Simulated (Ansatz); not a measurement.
**[OF2]+ (SMILES F[O+]F) at UB2PLYP/STO-3G**

Aim: the energy change on altering one bond length of [OF2]+ at UB2PLYP/STO-3G, from 2 runs. 

The calculation is run with Ansatz 0.2.0.

18 further runs of the same task are left out: 15 that didn't finish, 3 set aside as unsound or not needed.

**1. Starting point**

[OF2]+ has 3 atoms, charge +1, and is taken as a doublet. SMILES: `F[O+]F`. The shape is that of a PBE0-D4/def2-TZVP optimisation.

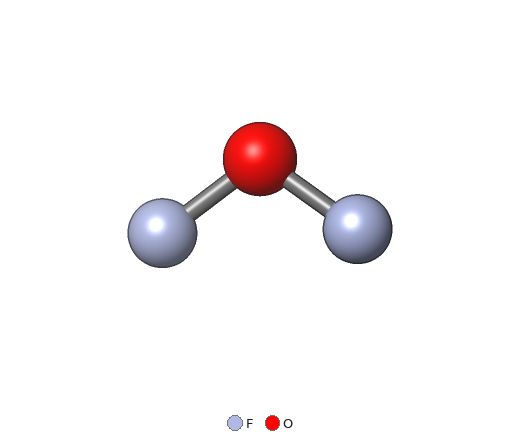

Viewed from a chosen angle; fluorine light blue, oxygen red.

**2. The energy at UB2PLYP/STO-3G**

Contents of input.yaml:

```yaml
crystal:
  periodic: [false, false, false]
  atoms:
    - {symbol: F, position_ang: [0.920200, -0.309010, 0.473410]}
    - {symbol: O, position_ang: [0.000640, 0.505210, 0.055670]}
    - {symbol: F, position_ang: [-0.920840, -0.196190, -0.529090]}
basis:
  gaussian:
    orbitals: STO-3G
total_charge: 1
magnetization:
  spin_polarized: true
  initial_magnetization: 1
hamiltonian:
  xc: {name: B2PLYP}
correlation:
  frozen_orbitals: {F: 1, O: 1}
accuracy: high
```

Started as:

```console
ansatz run input.yaml --threads 1 --pin off --max-ram 3480MiB --events-out events.jsonl --progress --plain --runs-dir runs
```

The log of the run:

```text
Warning: RAYON_NUM_THREADS=1 ignored (pool sized by the plan → 1); use --threads N
Functional definition: B2PLYP
  name "B2PLYP"
  parameter a = 0.53
  parameter c = 0.27
  exchange = (1 - a)*b88_x + a*exact_x
  correlation = (1 - c)*lyp_c + c*(mp2_os + mp2_ss)
250 factors; integrals over basis functions are off by at most 5.4e-8 eV
mean field evaluation 1: about -7347.6535 eV, gradient 2.2e1 eV
mean field evaluation 2: about -7347.7272 eV, gradient 2.2e1 eV
mean field evaluation 4: about -7350.5190 eV, gradient 1.2e0 eV
mean field evaluation 8: about -7350.5464 eV, gradient 5.6e-2 eV
mean field evaluation 16: about -7350.5465 eV, gradient 3.0e-5 eV
mean field -7350.54654728 eV, -270.1276032332 hartree, gradient 3.4e-9 eV, S^2 0.751813; 0 other end points of the search recorded, 0 dependent functions left out
3 core orbitals not correlated: weight in the atoms' cores, before any rotation towards them, 1.000 or more for the frozen orbitals, at most 0.000 for the correlated occupied ones
reference -7350.54655497 eV, -270.1276035157 hartree; 10, 9 occupied and 2, 3 virtual orbitals, 250 factors
second order -5.16676722 eV of doubles, -0.00000000 eV of singles
Total energy: -7351.94158212 eV, -270.1788698179 hartree
```

Wall time 0.99 s (1 thread of Arm Neoverse V2, shared host); peak memory 0.11 GiB.

**3. The distorted shape at the same level**

Contents of molecule.yaml:

```yaml
crystal:
  periodic: [false, false, false]
  atoms:
    - {symbol: F, position_ang: [1.150121, -0.512593, 0.577859]}
    - {symbol: O, position_ang: [0.000640, 0.505210, 0.055670]}
    - {symbol: F, position_ang: [-0.920840, -0.196190, -0.529090]}
basis:
  gaussian: {orbitals: STO-3G}
total_charge: 1
magnetization: {spin_polarized: true, initial_magnetization: 1}
hamiltonian: {xc: {name: B2PLYP}}
correlation: {frozen_orbitals: {F: 1, O: 1}}
accuracy: high
```

Started as:

```console
ansatz run molecule.yaml --threads 1 --pin off --max-ram 3480MiB --events-out events.jsonl --progress --plain --runs-dir runs
```

The log of the run, cut to the lines that bear on the results:

```text
Warning: RAYON_NUM_THREADS=1 ignored (pool sized by the plan → 1); use --threads N
[... 2 set-up lines as earlier in the session ...]
[...]
250 factors; integrals over basis functions are off by at most 4.6e-8 eV
[...]
mean field -7350.03066900 eV, -270.1086450559 hartree, gradient 1.6e-8 eV, S^2 1.112348; 9 other end points of the search recorded, 0 dependent functions left out
3 core orbitals not correlated: weight in the atoms' cores, before any rotation towards them, 1.000 or more for the frozen orbitals, at most 0.000 for the correlated occupied ones
reference -7350.03067696 eV, -270.1086453484 hartree; 10, 9 occupied and 2, 3 virtual orbitals, 250 factors
second order -4.48781043 eV of doubles, -0.00000000 eV of singles
Total energy: -7351.24238577 eV, -270.1531748261 hartree
```

It took 5.1 s on 1 thread of Arm Neoverse V2, shared host; peak memory 0.11 GiB.

**4. What came out**

Level: UB2PLYP/STO-3G, 3 core orbitals frozen.

| quantity | value |
| --- | --- |
| first shape: total energy | -270.17887 Eh |
| first shape: ⟨S²⟩ | 0.752 |
| distorted shape: total energy | -270.15317 Eh |
| distorted shape: ⟨S²⟩ | 1.112 |
| energy change with the F1–O2 bond stretched from 1.297 to 1.622 Å | 0.699 eV |

**Reading.** With the F1–O2 bond stretched from 1.297 to 1.622 Å the energy rises by 0.70 eV (16.1 kcal/mol). The first shape isn't relaxed at this level, so the change isn't measured from a minimum. The minimal basis adds a large error of its own. ⟨S²⟩ (distorted shape) is 1.11 where a pure doublet has 0.75: the reference is spin-contaminated.
